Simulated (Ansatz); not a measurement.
# AlNH4 (AlH2(NH2)): revPBE/STO-3G

What is the energy change on altering one bond length of AlNH4 (AlH2(NH2)) at revPBE/STO-3G? 

Program for the calculation: Ansatz 0.2.0.

54 further runs of the same task are left out: 2 that didn't finish, 52 set aside as unsound or not needed.

## 1. The system as given

AlNH4 has 6 atoms, charge 0, and is taken as a singlet. SMILES: `[H][Al]([H])[NH2]`. The shape comes from GFN2-xTB, which is rough for such elements, and wasn't checked as a minimum.

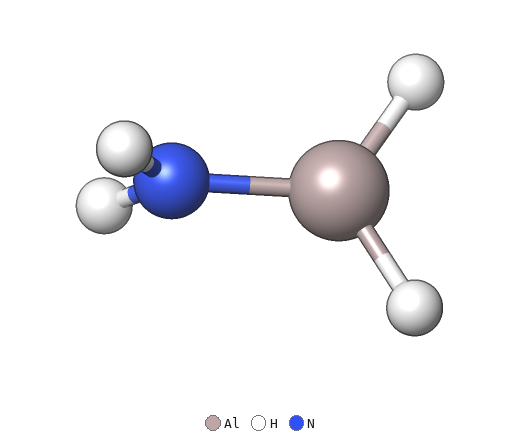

Viewed from a chosen angle; aluminium light grey, hydrogen white, nitrogen blue.

## 2. The energy at revPBE/STO-3G

job.yaml

```yaml
crystal:
  periodic: [false, false, false]
  atoms:
    - {symbol: Al, position_ang: [0.411220, 0.709780, 0.004090]}
    - {symbol: H, position_ang: [1.951140, 0.754090, 0.040220]}
    - {symbol: H, position_ang: [-0.317540, 2.068550, -0.020570]}
    - {symbol: N, position_ang: [-0.477760, -0.827010, -0.006690]}
    - {symbol: H, position_ang: [-0.803830, -1.337930, -0.819770]}
    - {symbol: H, position_ang: [-0.763230, -1.367490, 0.802720]}
basis:
  gaussian:
    orbitals: STO-3G
accuracy: high
hamiltonian:
  xc: {name: revPBE}
```

Command:

```sh
ansatz run job.yaml --threads 1 --pin off --max-ram 2610MiB --events-out events.jsonl --progress --plain --runs-dir runs
```

What it wrote:

```text
Warning: RAYON_NUM_THREADS=1 ignored (pool sized by the plan → 1); use --threads N
Functional definition: revPBE
  name "revPBE"
  parameter kappa = 1.245
  parameter beta = 0.06672455060314922
  exchange = pbe_x(kappa = kappa, mu = beta*pi^2/3)
  correlation = pbe_c(beta = beta)
312 factors; integrals over basis functions are off by at most 1.4e-8 eV
mean field evaluation 1: about -8047.3428 eV, gradient 3.0e1 eV
mean field evaluation 2: about -8007.2112 eV, gradient 8.8e1 eV
mean field evaluation 4: about -8049.9319 eV, gradient 6.0e0 eV
mean field evaluation 8: about -8050.0140 eV, gradient 3.3e-2 eV
mean field evaluation 16: about -8050.0140 eV, gradient 8.7e-9 eV
mean field -8050.01403039 eV, -295.8325591212 hartree, gradient 7.4e-9 eV, S^2 0.000000; 0 other end points of the search recorded, 0 dependent functions left out
reference -8050.01403292 eV, -295.8325592143 hartree; 12, 12 occupied and 6, 6 virtual orbitals, 312 factors
Total energy: -8050.01403292 eV, -295.8325592143 hartree
```

It took 0.85 s on 1 thread of Intel Xeon Platinum 8488C (Sapphire Rapids), shared host; peak memory 0.13 GiB.

## 3. The distorted shape, same level

job.yaml

```yaml
crystal:
  periodic: [false, false, false]
  atoms:
    - symbol: Al
      position_ang: [0.482575, 0.844876, -0.198226]
    - symbol: H
      position_ang: [2.022495, 0.889186, -0.162096]
    - symbol: H
      position_ang: [-0.246185, 2.203646, -0.222886]
    - symbol: N
      position_ang: [-0.406405, -0.691914, -0.209006]
    - symbol: H
      position_ang: [-0.732475, -1.202834, -1.022086]
    - symbol: H
      position_ang: [-0.763230, -1.367490, 0.802720]
basis:
  gaussian: {orbitals: STO-3G}
hamiltonian: {xc: {name: revPBE}}
accuracy: high
```

Command:

```sh
ansatz run job.yaml --threads 1 --pin off --max-ram 2610MiB --events-out events.jsonl --progress --plain --runs-dir runs
```

What it wrote, shortened:

```text
Warning: RAYON_NUM_THREADS=1 ignored (pool sized by the plan → 1); use --threads N
[... 6 set-up lines as earlier in the session ...]
312 factors; integrals over basis functions are off by at most 3.4e-9 eV
mean field evaluation 1: about -8046.4695 eV, gradient 3.0e1 eV
mean field evaluation 2: about -8003.7257 eV, gradient 9.1e1 eV
mean field evaluation 4: about -8049.1183 eV, gradient 7.1e0 eV
mean field evaluation 8: about -8049.2295 eV, gradient 2.4e-1 eV
mean field evaluation 16: about -8049.2298 eV, gradient 1.1e-7 eV
mean field -8049.22981555 eV, -295.8037397576 hartree, gradient 4.9e-9 eV, S^2 0.000000; 0 other end points of the search recorded, 0 dependent functions left out
reference -8049.22981809 eV, -295.8037398509 hartree; 12, 12 occupied and 6, 6 virtual orbitals, 312 factors
Total energy: -8049.22981809 eV, -295.8037398509 hartree
```

Run time: 0.95 s. Hardware: 1 thread of Intel Xeon Platinum 8488C (Sapphire Rapids), shared host; peak memory 0.13 GiB.

## 4. What came out

Level: revPBE/STO-3G.

| quantity | value |
| --- | --- |
| first shape: total energy | -295.83256 Eh |
| distorted shape: total energy | -295.80374 Eh |
| energy change with the N4–H6 bond stretched from 1.014 to 1.268 Å | 0.784 eV |

With the N4–H6 bond stretched from 1.014 to 1.268 Å the energy rises by 0.78 eV (18.1 kcal/mol). The first shape isn't relaxed at this level, so the change isn't measured from a minimum. The minimal basis adds a large error of its own.
